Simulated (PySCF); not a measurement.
# C₂H₉Ge₂N: electronic excitations at several levels of theory, part 2 of 2

PySCF 2.14.0. Atoms count from 0. Earlier steps stand in the parts before.

## Step 9: Excited states and response: CAM-B3LYP/def2-SVPD

The job: settings as JSON, then the geometry in Å.

```
{"job": {"kind": "uv", "xc": "CAM-B3LYP", "basis": "def2-SVPD", "ip": true}, "charge": 0, "multiplicity": 1}
C     -1.840911    -0.703377    -0.101865
C     -0.543761    -0.877730     0.199915
N      0.486693     0.047188     0.085997
Ge     0.090520     1.782947    -0.442832
Ge     2.233056    -0.555341     0.240947
H     -2.550980    -1.511705     0.075230
H     -2.236243     0.225908    -0.521695
H     -0.235352    -1.852023     0.604449
H     -0.941918     2.374113     0.532271
H      1.424285     2.544226    -0.384929
H     -0.476039     1.796504    -1.876080
H      2.751477    -1.126807    -1.096256
H      2.226454    -1.664960     1.307676
H      3.097972     0.640455     0.667206
```

Level: TDDFT CAM-B3LYP/def2-SVPD, vertical, gas phase, core orbitals frozen in the response.

The program printed:

```text
coarse grid: 52560 points
cycle   1  E = -4289.8459795474  dE = -9.208e-01  |g| = 6.473e-01  |ddm| = 5.176e+00
cycle   2  E = -4289.8456799011  dE =  2.996e-04  |g| = 6.856e-01  |ddm| = 1.598e+00
cycle   3  E = -4289.9078474698  dE = -6.217e-02  |g| = 5.808e-02  |ddm| = 8.355e-01
cycle   4  E = -4289.9082436598  dE = -3.962e-04  |g| = 4.301e-02  |ddm| = 1.097e-01
cycle   5  E = -4289.9086557384  dE = -4.121e-04  |g| = 5.640e-03  |ddm| = 6.839e-02
cycle   6  E = -4289.9086628012  dE = -7.063e-06  |g| = 2.140e-03  |ddm| = 1.048e-02
final grid: 107832 points
cycle   7  E = -4289.9086283149  dE =  1.585e-07  |g| = 2.520e-03  |ddm| = 7.799e-03
cycle   8  E = -4289.9086276570  dE =  6.579e-07  |g| = 2.987e-03  |ddm| = 6.623e-03
cycle   9  E = -4289.9086297392  dE = -2.082e-06  |g| = 2.497e-04  |ddm| = 3.663e-03
cycle  10  E = -4289.9086297527  dE = -1.349e-08  |g| = 3.933e-05  |ddm| = 3.059e-04
cycle  11  E = -4289.9086297537  dE = -1.066e-09  |g| = 1.996e-05  |ddm| = 1.504e-04
cycle  12  E = -4289.9086297538  dE = -1.064e-10  |g| = 3.942e-06  |ddm| = 4.482e-05
converged SCF energy = -4289.9086297538

Static polarisability (au): isotropic 95.577, principal 76.527 96.186 114.018

Singlet excitations
state   eV       nm        f      main configurations
  1   5.2427    236.5   0.00149   H->L+1 0.94
  2   5.5780    222.3   0.02886   H->L 0.88
  3   5.8496    212.0   0.18759   H->L+3 0.51, H->L+2 0.38
  4   6.1566    201.4   0.00772   H->L+2 0.32, H->L+4 0.31, H->L+3 0.25
  5   6.3727    194.6   0.02889   H->L+4 0.60, H->L+2 0.18, H->L+3 0.12
  6   6.5083    190.5   0.00739   H->L+5 0.75
  7   6.7859    182.7   0.03941   H->L+6 0.70, H->L+7 0.13
  8   6.8424    181.2   0.07371   H->L+7 0.71, H->L+6 0.11
  9   7.0585    175.7   0.04099   H->L+8 0.80
 10   7.5068    165.2   0.04493   H->L+9 0.92

Triplet excitations (Tamm-Dancoff, eV): 3.9716 4.9943 5.4598 6.0259
Vertical ionisation energy (delta-SCF) = 7.8762 eV
```

Run time: 74 s. Hardware: 1 thread, shared host.

Key values: HOMO -7.30 eV, LUMO 0.75 eV; lowest singlet 5.24 eV.

## Step 10: TDDFT and polarisability: wB97X-D/def2-SVPD

Settings changed since step 9:

```diff
@@ -1,2 +1,2 @@
-{"job": {"kind": "uv", "xc": "CAM-B3LYP", "basis": "def2-SVPD", "ip": true}, "charge": 0, "multiplicity": 1}
+{"job": {"kind": "uv", "xc": "wB97X-D", "basis": "def2-SVPD", "ip": true}, "charge": 0, "multiplicity": 1}
 C     -1.840911    -0.703377    -0.101865
```

Level: TDDFT wB97X-D/def2-SVPD, vertical, gas phase, core orbitals frozen in the response.

The program printed:

```text
coarse grid: 52560 points
cycle   1  E = -4289.7688951641  dE = -9.413e-01  |g| = 5.974e-01  |ddm| = 5.078e+00
cycle   2  E = -4289.7815977489  dE = -1.270e-02  |g| = 5.942e-01  |ddm| = 1.570e+00
cycle   3  E = -4289.8275393165  dE = -4.594e-02  |g| = 4.570e-02  |ddm| = 7.555e-01
cycle   4  E = -4289.8277977070  dE = -2.584e-04  |g| = 3.890e-02  |ddm| = 1.279e-01
cycle   5  E = -4289.8281508887  dE = -3.532e-04  |g| = 5.120e-03  |ddm| = 6.882e-02
cycle   6  E = -4289.8281587966  dE = -7.908e-06  |g| = 1.597e-03  |ddm| = 1.509e-02
final grid: 107832 points
cycle   7  E = -4289.8275911872  dE = -1.776e-06  |g| = 1.590e-03  |ddm| = 1.541e-02
cycle   8  E = -4289.8275913222  dE = -1.350e-07  |g| = 1.496e-03  |ddm| = 4.858e-03
cycle   9  E = -4289.8275918283  dE = -5.061e-07  |g| = 1.535e-04  |ddm| = 2.092e-03
cycle  10  E = -4289.8275918354  dE = -7.067e-09  |g| = 7.116e-05  |ddm| = 3.164e-04
cycle  11  E = -4289.8275918381  dE = -2.714e-09  |g| = 3.326e-05  |ddm| = 2.107e-04
cycle  12  E = -4289.8275918385  dE = -3.311e-10  |g| = 8.148e-06  |ddm| = 6.525e-05
converged SCF energy = -4289.8275918385

Static polarisability (au): isotropic 95.551, principal 76.825 96.005 113.824

Singlet excitations
state   eV       nm        f      main configurations
  1   5.3807    230.4   0.00170   H->L+1 0.93
  2   5.8124    213.3   0.06705   H->L 0.63, H->L+2 0.26
  3   5.9526    208.3   0.18434   H->L+2 0.42, H->L 0.26, H->L+3 0.23
  4   6.3949    193.9   0.01880   H->L+4 0.49, H->L+3 0.24
  5   6.6206    187.3   0.01322   H->L+4 0.36, H->L+5 0.34, H->L+3 0.14
  6   6.7118    184.7   0.01724   H->L+5 0.34, H->L+3 0.23, H->L+6 0.14
  7   6.9444    178.5   0.04260   H->L+6 0.75, H->L+5 0.12
  8   7.0734    175.3   0.05946   H->L+7 0.72, H->L+8 0.11
  9   7.2494    171.0   0.03297   H->L+8 0.72, H->L+7 0.12, H->L+5 0.09
 10   7.6925    161.2   0.04585   H->L+9 0.90

Triplet excitations (Tamm-Dancoff, eV): 4.0939 5.1716 5.7606 6.2953
Vertical ionisation energy (delta-SCF) = 7.8584 eV
```

It took 69 s on 1 thread, shared host.

Key values: HOMO -7.84 eV, LUMO 1.61 eV; lowest singlet 5.38 eV.

## Step 11: TDDFT and polarisability: LC-wPBE/def2-SVPD

Settings changed since step 10:

```diff
@@ -1,2 +1,2 @@
-{"job": {"kind": "uv", "xc": "wB97X-D", "basis": "def2-SVPD", "ip": true}, "charge": 0, "multiplicity": 1}
+{"job": {"kind": "uv", "xc": "LC-wPBE", "basis": "def2-SVPD", "ip": true}, "charge": 0, "multiplicity": 1}
 C     -1.840911    -0.703377    -0.101865
```

Method: TDDFT LC-wPBE/def2-SVPD, vertical, gas phase, core orbitals frozen in the response.

The program printed:

```text
coarse grid: 52560 points
cycle   1  E = -4289.0492033687  dE = -9.172e-01  |g| = 6.646e-01  |ddm| = 4.984e+00
cycle   2  E = -4289.0761466318  dE = -2.694e-02  |g| = 6.178e-01  |ddm| = 1.493e+00
cycle   3  E = -4289.1164377010  dE = -4.029e-02  |g| = 3.955e-02  |ddm| = 7.105e-01
cycle   4  E = -4289.1168488367  dE = -4.111e-04  |g| = 2.990e-02  |ddm| = 1.507e-01
cycle   5  E = -4289.1170655739  dE = -2.167e-04  |g| = 6.970e-03  |ddm| = 5.616e-02
cycle   6  E = -4289.1170791992  dE = -1.363e-05  |g| = 1.495e-03  |ddm| = 1.599e-02
cycle   7  E = -4289.1170803232  dE = -1.124e-06  |g| = 6.134e-04  |ddm| = 4.819e-03
final grid: 107832 points
cycle   8  E = -4289.1170585682  dE = -1.991e-07  |g| = 3.317e-04  |ddm| = 3.737e-03
cycle   9  E = -4289.1170586100  dE = -4.177e-08  |g| = 3.195e-04  |ddm| = 9.108e-04
cycle  10  E = -4289.1170586274  dE = -1.745e-08  |g| = 6.607e-05  |ddm| = 3.435e-04
cycle  11  E = -4289.1170586206  dE =  6.818e-09  |g| = 4.722e-05  |ddm| = 3.593e-04
cycle  12  E = -4289.1170586213  dE = -6.748e-10  |g| = 6.004e-06  |ddm| = 1.118e-04
converged SCF energy = -4289.1170586213

Static polarisability (au): isotropic 93.062, principal 74.765 93.348 111.074

Singlet excitations
state   eV       nm        f      main configurations
  1   5.8886    210.5   0.00104   H->L+1 0.87
  2   6.1314    202.2   0.25890   H->L+3 0.66, H->L+2 0.10, H->L+7 0.10
  3   6.4553    192.1   0.06550   H->L 0.79
  4   6.9010    179.7   0.01390   H->L+4 0.63, H->L+2 0.11
  5   7.2152    171.8   0.01132   H->L+5 0.40, H->L+2 0.34, H->L+4 0.10
  6   7.2475    171.1   0.01636   H->L+5 0.32, H->L+2 0.24, H->L+7 0.16
  7   7.4710    166.0   0.03984   H->L+7 0.48, H->L+3 0.17, H->L+4 0.09
  8   7.5947    163.3   0.02353   H->L+6 0.59, H->L+7 0.09
  9   7.8465    158.0   0.04349   H->L+8 0.69, H->L+5 0.09
 10   8.2820    149.7   0.04401   H->L+9 0.77

Triplet excitations (Tamm-Dancoff, eV): 3.8886 5.5732 6.2540 6.7226
Vertical ionisation energy (delta-SCF) = 7.9360 eV
```

It took 89 s on 1 thread, shared host.

This run: HOMO -8.60 eV, LUMO 1.73 eV; lowest singlet 5.89 eV.

## Step 12: Ultraviolet spectrum: PBE0/6-31G*

Settings changed since step 11:

```diff
@@ -1,2 +1,2 @@
-{"job": {"kind": "uv", "xc": "LC-wPBE", "basis": "def2-SVPD", "ip": true}, "charge": 0, "multiplicity": 1}
+{"job": {"kind": "uv", "xc": "PBE0", "basis": "6-31G*"}, "charge": 0, "multiplicity": 1}
 C     -1.840911    -0.703377    -0.101865
```

Method: TDDFT PBE0/6-31G*, vertical, gas phase, core orbitals frozen in the response.

The program printed:

```text
coarse grid: 52560 points
cycle   1  E = -4289.0193590921  dE = -8.880e-01  |g| = 6.177e-01  |ddm| = 3.477e+00
cycle   2  E = -4288.9826000916  dE =  3.676e-02  |g| = 7.602e-01  |ddm| = 1.062e+00
cycle   3  E = -4289.0783170564  dE = -9.572e-02  |g| = 8.680e-02  |ddm| = 6.387e-01
cycle   4  E = -4289.0797040654  dE = -1.387e-03  |g| = 3.180e-02  |ddm| = 8.999e-02
cycle   5  E = -4289.0798881883  dE = -1.841e-04  |g| = 1.484e-02  |ddm| = 4.063e-02
cycle   6  E = -4289.0799462391  dE = -5.805e-05  |g| = 2.170e-03  |ddm| = 1.434e-02
cycle   7  E = -4289.0799473282  dE = -1.089e-06  |g| = 4.049e-04  |ddm| = 2.275e-03
final grid: 107832 points
cycle   8  E = -4289.0799469767  dE =  4.064e-09  |g| = 5.105e-04  |ddm| = 1.316e-03
cycle   9  E = -4289.0799468686  dE =  1.081e-07  |g| = 8.317e-04  |ddm| = 1.218e-03
cycle  10  E = -4289.0799470411  dE = -1.724e-07  |g| = 1.311e-04  |ddm| = 7.908e-04
cycle  11  E = -4289.0799470455  dE = -4.472e-09  |g| = 1.348e-05  |ddm| = 1.299e-04
cycle  12  E = -4289.0799470456  dE = -3.092e-11  |g| = 3.152e-06  |ddm| = 1.246e-05
converged SCF energy = -4289.0799470456

Static polarisability (au): isotropic 78.396, principal 56.703 80.377 98.109

Singlet excitations
state   eV       nm        f      main configurations
  1   4.7442    261.3   0.00321   H->L 0.99
  2   5.8666    211.3   0.03499   H->L+2 0.69, H->L+1 0.28
  3   5.9540    208.2   0.09468   H->L+1 0.60, H->L+2 0.29
  4   6.4650    191.8   0.04452   H->L+3 0.81, H->L+4 0.10
  5   6.6521    186.4   0.00765   H->L+4 0.65, H->L+5 0.13, H->L+6 0.12
  6   6.8589    180.8   0.04171   H->L+5 0.81, H->L+4 0.16
  7   7.1874    172.5   0.06919   H->L+6 0.77
  8   7.4753    165.9   0.06804   H->L+7 0.88
  9   7.6490    162.1   0.02159   H-1->L 0.92
 10   7.9564    155.8   0.02940   H->L+8 0.91

Triplet excitations (Tamm-Dancoff, eV): 4.0238 4.4751 5.7489 6.1530
```

Wall time 16 s (1 thread, shared host).

This run: HOMO -5.69 eV, LUMO 0.29 eV; lowest singlet 4.74 eV.

## Step 13: Ultraviolet spectrum: PBE0/def2-SVP

Settings changed since step 12:

```diff
@@ -1,2 +1,2 @@
-{"job": {"kind": "uv", "xc": "PBE0", "basis": "6-31G*"}, "charge": 0, "multiplicity": 1}
+{"job": {"kind": "uv", "xc": "PBE0", "basis": "def2-SVP"}, "charge": 0, "multiplicity": 1}
 C     -1.840911    -0.703377    -0.101865
```

With the program's defaults for keys left out, this is: TDDFT PBE0/def2-SVP, vertical, gas phase, core orbitals frozen in the response.

The program printed:

```text
coarse grid: 52560 points
cycle   1  E = -4288.9885257112  dE = -9.419e-01  |g| = 6.002e-01  |ddm| = 3.710e+00
cycle   2  E = -4288.9550246256  dE =  3.350e-02  |g| = 7.279e-01  |ddm| = 1.071e+00
cycle   3  E = -4289.0448221561  dE = -8.980e-02  |g| = 7.962e-02  |ddm| = 6.461e-01
cycle   4  E = -4289.0459955215  dE = -1.173e-03  |g| = 3.062e-02  |ddm| = 8.834e-02
cycle   5  E = -4289.0461559023  dE = -1.604e-04  |g| = 1.433e-02  |ddm| = 3.940e-02
cycle   6  E = -4289.0462101245  dE = -5.422e-05  |g| = 2.054e-03  |ddm| = 1.463e-02
cycle   7  E = -4289.0462110990  dE = -9.744e-07  |g| = 4.944e-04  |ddm| = 2.333e-03
final grid: 107832 points
cycle   8  E = -4289.0462022688  dE =  2.696e-08  |g| = 6.527e-04  |ddm| = 1.498e-03
cycle   9  E = -4289.0462020908  dE =  1.780e-07  |g| = 1.057e-03  |ddm| = 1.615e-03
cycle  10  E = -4289.0462023748  dE = -2.840e-07  |g| = 1.715e-04  |ddm| = 1.060e-03
cycle  11  E = -4289.0462023824  dE = -7.536e-09  |g| = 1.394e-05  |ddm| = 1.644e-04
cycle  12  E = -4289.0462023824  dE = -3.638e-11  |g| = 3.606e-06  |ddm| = 1.356e-05
converged SCF energy = -4289.0462023824

Static polarisability (au): isotropic 84.291, principal 64.192 84.947 103.733

Singlet excitations
state   eV       nm        f      main configurations
  1   5.0321    246.4   0.00267   H->L 0.98
  2   5.8354    212.5   0.12024   H->L+1 0.85
  3   6.2216    199.3   0.01657   H->L+3 0.92
  4   6.3711    194.6   0.05074   H->L+2 0.90
  5   6.4618    191.9   0.02031   H->L+4 0.90
  6   6.8987    179.7   0.10314   H->L+5 0.81
  7   7.0609    175.6   0.01655   H->L+6 0.71, H->L+7 0.21
  8   7.3705    168.2   0.06355   H->L+7 0.62, H->L+6 0.17
  9   7.5988    163.2   0.04640   H->L+8 0.92
 10   7.7312    160.4   0.00498   H->L+9 0.72, H-1->L 0.21

Triplet excitations (Tamm-Dancoff, eV): 4.0010 4.7634 6.0272 6.0872
```

Run time: 22 s. Hardware: 1 thread, shared host.

This run: HOMO -5.94 eV, LUMO 0.35 eV; lowest singlet 5.03 eV.

## Step 14: Ultraviolet spectrum: PBE0/def2-TZVP

Settings changed since step 13:

```diff
@@ -1,2 +1,2 @@
-{"job": {"kind": "uv", "xc": "PBE0", "basis": "def2-SVP"}, "charge": 0, "multiplicity": 1}
+{"job": {"kind": "uv", "xc": "PBE0", "basis": "def2-TZVP"}, "charge": 0, "multiplicity": 1}
 C     -1.840911    -0.703377    -0.101865
```

With the program's defaults for keys left out, this is: TDDFT PBE0/def2-TZVP, vertical, gas phase, core orbitals frozen in the response.

The program printed:

```text
coarse grid: 52560 points
cycle   1  E = -4289.6238629805  dE = -8.806e-01  |g| = 9.597e-01  |ddm| = 2.796e+00
cycle   2  E = -4289.5593013188  dE =  6.456e-02  |g| = 1.181e+00  |ddm| = 1.030e+00
cycle   3  E = -4289.7137802899  dE = -1.545e-01  |g| = 1.103e-01  |ddm| = 6.444e-01
cycle   4  E = -4289.7158585478  dE = -2.078e-03  |g| = 4.624e-02  |ddm| = 9.278e-02
cycle   5  E = -4289.7162421394  dE = -3.836e-04  |g| = 1.884e-02  |ddm| = 4.246e-02
cycle   6  E = -4289.7163366899  dE = -9.455e-05  |g| = 2.926e-03  |ddm| = 1.370e-02
cycle   7  E = -4289.7163384203  dE = -1.730e-06  |g| = 7.365e-04  |ddm| = 2.279e-03
final grid: 107832 points
cycle   8  E = -4289.7163601563  dE =  7.859e-08  |g| = 1.031e-03  |ddm| = 2.621e-03
cycle   9  E = -4289.7163597031  dE =  4.532e-07  |g| = 1.702e-03  |ddm| = 1.723e-03
cycle  10  E = -4289.7163604081  dE = -7.050e-07  |g| = 2.502e-04  |ddm| = 1.157e-03
cycle  11  E = -4289.7163604233  dE = -1.520e-08  |g| = 2.462e-05  |ddm| = 1.668e-04
cycle  12  E = -4289.7163604234  dE = -9.641e-11  |g| = 5.847e-06  |ddm| = 1.775e-05
converged SCF energy = -4289.7163604234

Static polarisability (au): isotropic 93.612, principal 73.437 94.183 113.214

Singlet excitations
state   eV       nm        f      main configurations
  1   4.9110    252.5   0.00254   H->L 0.98
  2   5.6336    220.1   0.08136   H->L+1 0.67, H->L+2 0.28
  3   5.8203    213.0   0.08949   H->L+2 0.70, H->L+1 0.23
  4   6.0690    204.3   0.03696   H->L+3 0.90
  5   6.3195    196.2   0.01306   H->L+4 0.74, H->L+5 0.18
  6   6.5018    190.7   0.03411   H->L+5 0.66, H->L+4 0.20, H->L+6 0.08
  7   6.7916    182.6   0.05226   H->L+7 0.91
  8   6.8825    180.1   0.08271   H->L+6 0.84
  9   7.3039    169.8   0.03068   H->L+8 0.88, H->L+9 0.10
 10   7.3948    167.7   0.01847   H->L+9 0.83, H->L+8 0.10

Triplet excitations (Tamm-Dancoff, eV): 3.9543 4.6503 5.5874 5.9029
```

Wall time 47 s (1 thread, shared host).

This run: HOMO -6.03 eV, LUMO 0.12 eV; lowest singlet 4.91 eV.

## Step 15: Comparing the runs: electronic excitations

Excitations and ground-state properties, with basis size and wall time:

```
                run  lowest singlet (eV)  brightest (eV)      f  gap (eV)  α (Å³)  μ (D)  functions  time
       HF/def2-SVPD                 6.26            6.54  0.337     10.54   13.27   1.15        208  26 s
      LDA/def2-SVPD                 4.13            5.99  0.147      4.06   15.20   1.18        208  50 s
      PBE/def2-SVPD                 4.22            6.06  0.149      4.14   14.87   1.14        208  72 s
    B3LYP/def2-SVPD                 4.69            6.39  0.133      5.60   14.42   1.15        208  58 s
     PBE0/def2-SVPD                 4.85            6.58  0.153      6.03   14.29   1.15        208  58 s
BHandHLYP/def2-SVPD                 5.35            6.00  0.194      7.65   13.86   1.16        208  61 s
CAM-B3LYP/def2-SVPD                 5.24            5.85  0.188      8.05   14.16   1.17        208  74 s
  wB97X-D/def2-SVPD                 5.38            5.95  0.184      9.45   14.16   1.17        208  69 s
  LC-wPBE/def2-SVPD                 5.89            6.13  0.259     10.33   13.79   1.16        208  89 s
        PBE0/6-31G*                 4.74            5.95  0.095      5.99   11.62   1.11        124  16 s
      PBE0/def2-SVP                 5.03            5.84  0.120      6.29   12.49   1.11        151  22 s
     PBE0/def2-TZVP                 4.91            5.82  0.089      6.15   13.87   1.13        243  47 s
```

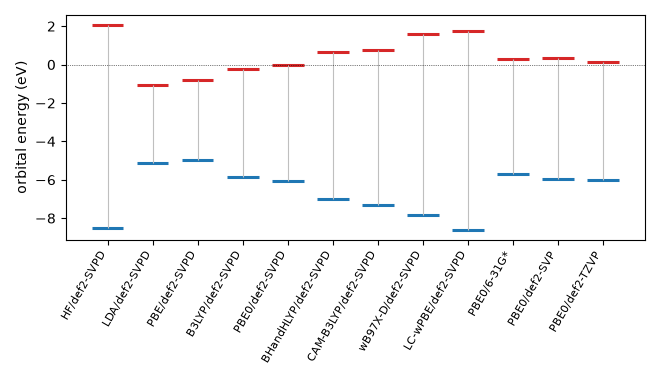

HOMO (blue) and LUMO (red) run by run.

## Step 16: Summary of results

What follows sums up all 2 parts.

| quantity | value |
| --- | --- |
| point group | C1 |
| rotational constants (main isotopes) | 2.64, 1.13, 0.81 GHz |
| lowest singlet (HF/def2-SVPD) | 6.26 eV (198 nm), f = 0.011 |
| brightest single state of those computed | state 2, 6.54 eV, f = 0.337 |
| lowest triplet | 3.65 eV |
| range of the lowest singlet | 4.13 to 6.26 eV |

**Reading.** Single values in the summary come from the first run of each kind that ended normally (HF/def2-SVPD), which need not be the best level. Over 6 steps the energy fell by 0.130 eV; of the close pairs, Ge3–H9 changed most, 1.495 to 1.537 Å. No frequency check was run at this level, so the end point may be a saddle. The lowest singlet, at 6.26 eV, is HOMO→LUMO+2 0.76 and is weak; of the 10 states computed, the strongest absorption comes from state 2 at 6.54 eV. The lowest triplet lies 2.61 eV below the lowest singlet (triplets in Tamm-Dancoff, singlets in full TDDFT). The lowest singlet runs from 4.13 eV (LDA/def2-SVPD) to 6.26 eV (HF/def2-SVPD), while the orbital gap spans 4.06 to 10.54 eV. The lowest state need not be the same one in every run.
